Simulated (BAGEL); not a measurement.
**GeHF (SMILES [F][GeH]) at HF/6-31G(d) (density fitting with qzvpp-jkfit, spherical functions)**

What is the energy change on altering one bond length of GeHF at HF/6-31G* (density fitting with qzvpp-jkfit, spherical functions)? 

Program for the calculation: BAGEL 1.2.2.

6 further runs of the same task are left out: 6 that didn't finish.

## (1) The molecule

GeHF has 3 atoms, charge 0, and is taken as a singlet. As SMILES, `[F][GeH]`. The shape is that of a PBE0-D4/def2-TZVP optimisation.

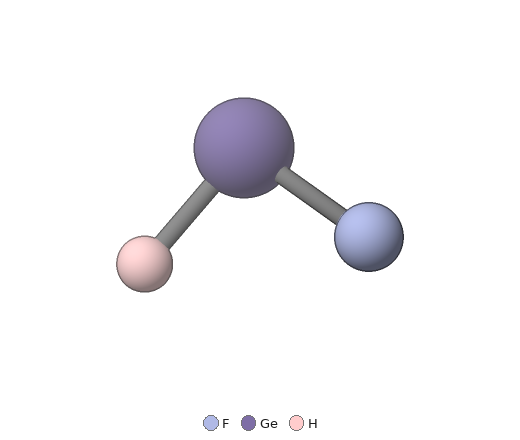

Viewed from a chosen angle; fluorine light blue, germanium purple, hydrogen pink.

## (2) A single-point energy at HF/6-31G(d) (density fitting with qzvpp-jkfit, spherical functions)

Input file input.json:

```json
{ "bagel": [

{
  "title": "molecule",
  "basis": "6-31gs.json",
  "df_basis": "qzvpp-jkfit",
  "angstrom": true,
  "geometry": [
    { "atom": "F", "xyz": [       0.672100,       1.012600,       0.469700 ] },
    { "atom": "Ge", "xyz": [      -0.657900,       0.195200,      -0.335600 ] },
    { "atom": "H", "xyz": [      -0.025200,      -1.272700,      -0.147400 ] }
  ]
},

{ "title": "hf", "charge": 0 },

{ "title": "print", "file": "orbitals.molden", "orbitals": true }

]}
```

The basis set 6-31G* is read from a file made from the Basis Set Exchange's data (not shown).

Command:

```
$ BAGEL_NUM_THREADS=1 BAGEL input.json > input.out
```

The log of the run:

```text
* using 1 threads per process

  ===============================================================
  ===============================================================

  *** Geometry ***

  { "atom" : "F", "xyz" : [      1.270085,      1.913537,      0.887604 ] },
  { "atom" : "Ge", "xyz" : [     -1.243251,      0.368875,     -0.634192 ] },
  { "atom" : "H", "xyz" : [     -0.047621,     -2.405054,     -0.278546 ] },

  Number of auxiliary basis functions:      361

  Since a DF basis is specified, we compute 2- and 3-index integrals:
    o Being stored without compression. Storage requirement is 0.007 GB

  Number of basis functions:       48
  Number of electrons      :       42

    * METHOD: MOLECULE                             0.11

  *** RHF ***

  === Nuclear Repulsion ===
    99.2126403574

      * DIIS with orbital gradients will be used.

  === RHF iteration (6-31gs.json) ===
      0      -2174.95724130          0.02529401           0.02
      1      -2175.02492596          0.02021371           0.02
      2      -2175.09354782          0.00114716           0.02
      3      -2175.09432136          0.00040692           0.02
      4      -2175.09438323          0.00015775           0.02
      5      -2175.09439707          0.00004165           0.02
      6      -2175.09439826          0.00000867           0.02
      7      -2175.09439830          0.00000236           0.02
      8      -2175.09439831          0.00000065           0.02
      9      -2175.09439831          0.00000025           0.02
     10      -2175.09439831          0.00000008           0.02
     11      -2175.09439831          0.00000003           0.02
     12      -2175.09439831          0.00000001           0.02
    * SCF iteration converged.

    * Permanent dipole moment:
           (    0.595634,     0.428401,     0.367192) a.u.

    * METHOD: HF                                   0.38

    * METHOD: PRINT                                0.01

  ===============================================================
```

Run time: 0.66 s. Hardware: 1 thread of Arm Neoverse V1, shared host.

## (3) The distorted shape at the same level

Input file job.json:

```json
{ "bagel" : [

{
  "title" : "molecule",
  "basis" : "6-31gs.json",
  "df_basis" : "qzvpp-jkfit",
  "angstrom" : true,
  "geometry" : [
    { "atom" : "F", "xyz" : [       2.268129,       1.993498,       1.436077 ] },
    { "atom" : "Ge", "xyz" : [      -0.657900,       0.195200,      -0.335600 ] },
    { "atom" : "H", "xyz" : [      -0.025200,      -1.272700,      -0.147400 ] }
  ]
},

{ "title" : "hf" },

{ "title" : "print", "file" : "orbitals.molden", "orbitals" : true }

]}
```

The basis set 6-31G* is read from a file made from the Basis Set Exchange's data (not shown).

Command:

```
$ BAGEL_NUM_THREADS=1 BAGEL job.json > job.out
```

The log of the run:

```text
* using 1 threads per process

  ===============================================================
  ===============================================================

  *** Geometry ***

  { "atom" : "F", "xyz" : [      4.286143,      3.767165,      2.713792 ] },
  { "atom" : "Ge", "xyz" : [     -1.243251,      0.368875,     -0.634192 ] },
  { "atom" : "H", "xyz" : [     -0.047621,     -2.405054,     -0.278546 ] },

  Number of auxiliary basis functions:      361

  Since a DF basis is specified, we compute 2- and 3-index integrals:
    o Being stored without compression. Storage requirement is 0.007 GB

  Number of basis functions:       48
  Number of electrons      :       42

    * METHOD: MOLECULE                             0.10

  *** RHF ***

  === Nuclear Repulsion ===
    51.0670517767

      * DIIS with orbital gradients will be used.

  === RHF iteration (6-31gs.json) ===
      0      -2174.64721472          0.02551152           0.02
      1      -2169.53036131          0.06486380           0.02
      2      -2174.75289809          0.01709452           0.02
      3      -2174.82395089          0.00777223           0.02
      4      -2174.84160371          0.00341675           0.02
      5      -2174.84904196          0.00177789           0.02
      6      -2174.85420433          0.00064171           0.02
      7      -2174.85481023          0.00032234           0.02
      8      -2174.85500388          0.00006675           0.02
      9      -2174.85500934          0.00003498           0.02
     10      -2174.85501050          0.00000975           0.02
     11      -2174.85501065          0.00000647           0.02
     12      -2174.85501073          0.00000474           0.02
     13      -2174.85501079          0.00000278           0.02
     14      -2174.85501082          0.00000091           0.02
     15      -2174.85501082          0.00000046           0.02
     16      -2174.85501082          0.00000033           0.02
     17      -2174.85501082          0.00000006           0.02
     18      -2174.85501082          0.00000003           0.02
     19      -2174.85501082          0.00000001           0.02
     20      -2174.85501082          0.00000001           0.02
    * SCF iteration converged.

    * Permanent dipole moment:
           (    3.961508,     2.662699,     2.422581) a.u.

    * METHOD: HF                                   0.53

    * METHOD: PRINT                                0.01

  ===============================================================
```

Wall time 0.8 s (1 thread of Arm Neoverse V1, shared host); peak memory 0.14 GiB.

## (4) Results

Level: HF/6-31G* (density fitting with qzvpp-jkfit, spherical functions).

| quantity | value |
| --- | --- |
| first shape: total energy | -2175.09440 Eh |
| first shape: dipole moment | 2.09 D |
| first shape: HOMO energy | -9.72 eV |
| first shape: LUMO energy | 0.30 eV |
| first shape: HOMO–LUMO gap | 10.02 eV |
| distorted shape: total energy | -2174.85501 Eh |
| distorted shape: dipole moment | 13.61 D |
| distorted shape: HOMO energy | -7.75 eV |
| distorted shape: LUMO energy | -2.54 eV |
| distorted shape: HOMO–LUMO gap | 5.22 eV |
| energy change with the F1–Ge2 bond stretched from 1.757 to 3.865 Å | 6.514 eV |

**Reading.** One bond (distorted shape) is far stretched, which a spin-restricted single reference describes badly; a broken-symmetry solution may lie lower. With the F1–Ge2 bond stretched from 1.757 to 3.865 Å the energy rises by 6.51 eV (629 kJ/mol). The first shape isn't relaxed at this level, so the change isn't measured from a minimum. A restricted reference can't describe the breaking bond well at this length.
